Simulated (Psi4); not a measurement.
# OMP2/6-311+G(d,p) (density fitting for correlation) run of SF4 (sulfur tetrafluoride)

Aim: the energy change on altering one bond length of SF4 (sulfur tetrafluoride) at OMP2/6-311+G** (density fitting for correlation), from 2 runs. 

Program for the calculation: Psi4 1.11.

1 further run of the same task is left out (set aside as unsound or not needed).

## 1. The molecule

SF4: 5 atoms, total charge 0, spin state singlet. As SMILES, `FS(F)(F)F`. The coordinates come from a PBE0-D4/def2-TZVP relaxation.

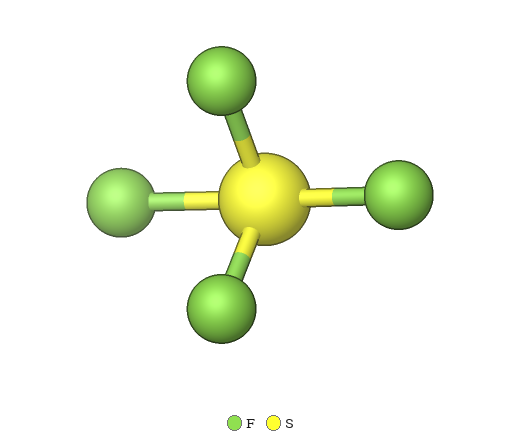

The structure, seen from a chosen angle (fluorine green, sulfur yellow).

## 2. A single-point energy at OMP2/6-311+G(d,p) (density fitting for correlation)

Contents of job.py:

```python
import psi4

psi4.set_memory('1600 MB')
psi4.set_num_threads(1)
psi4.set_output_file('psi4.out', False)

geom = psi4.geometry("""
0 1
F     -0.561200    -0.228000     1.172800
S      0.064000    -0.357400    -0.243000
F      1.536700    -0.462000     0.491400
F     -1.440100    -0.077300    -0.858200
F      0.400600     1.124600    -0.563100
units angstrom
symmetry c1
no_reorient
no_com
""")

options = {'basis': '6-311+G**', 'reference': 'rhf', 'puream': True, 'e_convergence': 1e-09, 'd_convergence': 1e-08, 'scf_type': 'pk', 'num_frozen_docc': 9}
psi4.set_options(options)

E, wfn = psi4.energy('omp2', molecule=geom, return_wfn=True)
print(f'total energy {E:.8f} hartree = {E * 27.211386:.5f} eV')
```

Launch:

```
$ python job.py
```

psi4.out (excerpt; [...] marks lines left out):

```text
[...]
  Running in c1 symmetry.
[...]
  Nuclear repulsion =  298.719038940446751
[...]
  Multiplicity = 1
[...]
  Nalpha       = 26
  Nbeta        = 26
[...]
    Number of basis functions: 118
[...]
   @RHF iter   1:  -795.09205122188860   -3.20973e-02   5.83946e-03 DIIS/ADIIS
[...]
   @RHF iter  11:  -795.26330807048703   -2.28511e-11   8.92062e-09 DIIS
[...]
    Orbital Energies [Eh]
    ---------------------
    Doubly Occupied:
       1A    -92.324388     2A    -26.413789     3A    -26.413775
       4A    -26.322710     5A    -26.322685     6A     -9.295083
       7A     -6.975537     8A     -6.975292     9A     -6.972015
      10A     -1.789277    11A     -1.717524    12A     -1.633441
      13A     -1.616802    14A     -1.081470    15A     -0.873903
      16A     -0.869765    17A     -0.853707    18A     -0.799259
      19A     -0.743933    20A     -0.741115    21A     -0.741062
      22A     -0.672592    23A     -0.672360    24A     -0.664321
      25A     -0.658359    26A     -0.521816
[...]
  @RHF Final Energy:  -795.26330807048703
   => Energetics <=
    Nuclear Repulsion Energy =            298.7190389404467510
    One-Electron Energy =               -1698.6327358850571727
    Two-Electron Energy =                 604.6503888741233368
    Total Energy =                       -795.2633080704870281
[...]
 Multipole Moments:
 ------------------------------------------------------------------------------------
     Multipole            Electronic (a.u.)      Nuclear  (a.u.)        Total (a.u.)
 ------------------------------------------------------------------------------------
 L = 1.  Multiply by 2.5417464519 to convert [e a0] to [Debye]
 Dipole X            :         -0.7813143            0.8465973            0.0652830
 Dipole Y            :          4.3654994           -4.7294176           -0.3639182
 Dipole Z            :          2.9688125           -3.2161249           -0.2473124
 Magnitude           :                                                    0.4448165
[...]
	Warning: cc_lambda option is changed to TRUE
	For this residual convergence, default PCG convergence is:     1.00e-07
[...]
	DF-MP2 Total Energy (a.u.)         :  -796.25591411913490
[...]
	DF-MP2 Total Energy (a.u.)         :  -796.27846378394725
[...]
	DF-OMP2 Total Energy (a.u.)        :  -796.27846378398817
[...]
```

Standard output:

```text
total energy -796.27846378 hartree = -21667.84064 eV
```

It took 50 s on 1 thread of Intel Xeon 6975P-C (Granite Rapids), shared host; peak memory 0.56 GiB.

## 3. The distorted shape

Contents of run_ase.py:

```python
import numpy as np
from ase.calculators.psi4 import Psi4
from ase import Atoms

mol = Atoms(['F', 'S', 'F', 'F', 'F'], positions=[
    [-0.611700, -0.450345, 1.220825],
    [0.013500, -0.579745, -0.194975],
    [1.486200, -0.684345, 0.539425],
    [-1.490600, -0.299645, -0.810175],
    [0.400600, 1.124600, -0.563100],
])
calc = Psi4(atoms=mol, method='omp2', basis='6-311+G**', memory='1600MB', num_threads=1, charge=0, multiplicity=1, label='psi4-calc')
calc.psi4.set_options({'puream': True, 'e_convergence': 1e-09, 'd_convergence': 1e-08, 'scf_type': 'pk', 'num_frozen_docc': 9})
mol.calc = calc

print(f'energy: {mol.get_potential_energy():.6f} eV')
```

Launch:

```
$ python run_ase.py
```

psi4-calc.dat (excerpt; [...] marks lines left out):

```text
[...]
  Running in c1 symmetry.
[...]
  Nuclear repulsion =  288.410427232723691
[...]
  Multiplicity = 1
[...]
  Nalpha       = 26
  Nbeta        = 26
[...]
    Number of basis functions: 118
[...]
   @RHF iter   1:  -795.03866676888845   -3.68088e-01   6.01250e-03 ADIIS/DIIS
[...]
   @RHF iter  14:  -795.23292325127454   -2.61480e-12   5.67445e-09 DIIS
[...]
    Orbital Energies [Eh]
    ---------------------
    Doubly Occupied:
       1A    -92.340627     2A    -26.429450     3A    -26.371533
       4A    -26.338222     5A    -26.338197     6A     -9.308952
       7A     -6.989373     8A     -6.988227     9A     -6.985346
      10A     -1.774391    11A     -1.653546    12A     -1.643730
      13A     -1.609706    14A     -1.083557    15A     -0.864058
      16A     -0.846610    17A     -0.835290    18A     -0.776638
      19A     -0.734403    20A     -0.730195    21A     -0.703440
      22A     -0.682469    23A     -0.674292    24A     -0.663252
      25A     -0.652407    26A     -0.535379
[...]
  @RHF Final Energy:  -795.23292325127454
   => Energetics <=
    Nuclear Repulsion Energy =            288.4104272327236913
    One-Electron Energy =               -1678.1801212895481967
    Two-Electron Energy =                 594.5367708055498497
    Total Energy =                       -795.2329232512745421
[...]
 Multipole Moments:
 ------------------------------------------------------------------------------------
     Multipole            Electronic (a.u.)      Nuclear  (a.u.)        Total (a.u.)
 ------------------------------------------------------------------------------------
 L = 1.  Multiply by 2.5417464519 to convert [e a0] to [Debye]
 Dipole X            :         -0.1155405            0.0765382           -0.0390023
 Dipole Y            :         -0.1749962           -0.5706271           -0.7456233
 Dipole Z            :          0.2053029           -0.3313934           -0.1260905
 Magnitude           :                                                    0.7572147
[...]
	Warning: cc_lambda option is changed to TRUE
	For this residual convergence, default PCG convergence is:     1.00e-07
[...]
	DF-MP2 Total Energy (a.u.)         :  -796.24248899345832
[...]
	DF-MP2 Total Energy (a.u.)         :  -796.26964802737382
[...]
	DF-OMP2 Total Energy (a.u.)        :  -796.26964802735154
[...]
```

Standard output:

```text
energy: -21667.600772 eV
```

It took 59 s on 1 thread of Intel Xeon 6975P-C (Granite Rapids), shared host; peak memory 0.57 GiB.

## 4. What came out

At OMP2/6-311+G** (density fitting for correlation), 9 core orbitals frozen:

```
                                                         quantity          value
                                        first shape: total energy  -796.27846 Eh
                 first shape: HOMO energy (Hartree–Fock orbitals)      -14.20 eV
                 first shape: LUMO energy (Hartree–Fock orbitals)        1.27 eV
               first shape: HOMO–LUMO gap (Hartree–Fock orbitals)       15.47 eV
         first shape: correlation energy (9 core orbitals frozen)    -1015.2 mEh
                                    distorted shape: total energy  -796.26965 Eh
             distorted shape: HOMO energy (Hartree–Fock orbitals)      -14.57 eV
             distorted shape: LUMO energy (Hartree–Fock orbitals)        0.09 eV
           distorted shape: HOMO–LUMO gap (Hartree–Fock orbitals)       14.65 eV
     distorted shape: correlation energy (9 core orbitals frozen)    -1036.7 mEh
energy change with the S2–F5 bond stretched from 1.553 to 1.786 Å       0.240 eV
```

**Reading.** With the S2–F5 bond stretched from 1.553 to 1.786 Å the energy rises by 0.24 eV (5.5 kcal/mol). The first shape isn't relaxed at this level, so the change isn't measured from a minimum.
